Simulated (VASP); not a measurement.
Band structure of MgSe (space group P6_3mc). These are PBEsol GGA with spin-orbit coupling, VASP's PBE PAW potentials (set 64) (plane waves; VASP) values and carry that method's errors.

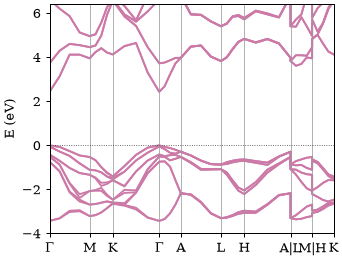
Figure. Bands along high-symmetry lines, zero at the valence-band maximum or, without a gap, the Fermi level

Problem. Read the plot: is there a gap, and where are the band edges?

Solution. The gap is direct, 2.43 eV, from the valence maximum at Γ to the conduction minimum at Γ.

The structure comes from a computed database's MgSe entry (P6_3mc); how it stands against other phases isn't given here. It was relaxed first.
